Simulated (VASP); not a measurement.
Band structure of BN (space group P6_3/mmc). All values below come from LDA (Ceperley-Alder, Perdew-Zunger), VASP's LDA PAW potentials (set 64) (plane waves; VASP).

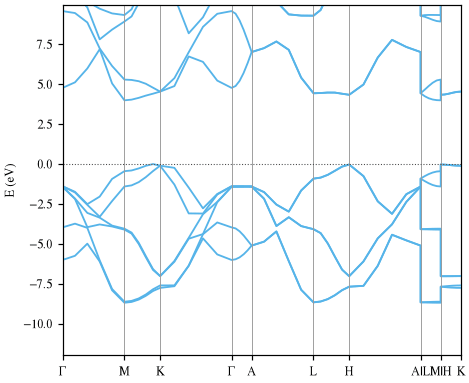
*Bands along high-symmetry lines, zero at the valence-band maximum or, without a gap, the Fermi level*

Task: Read the plot: is there a gap, and where are the band edges?

Result: The gap is indirect, 3.98 eV, from the valence maximum at (0.30, 0.30, 0.00) to the conduction minimum at M.

The structure is a typed BN crystal (P6_3/mmc). The cell was not relaxed at this level.
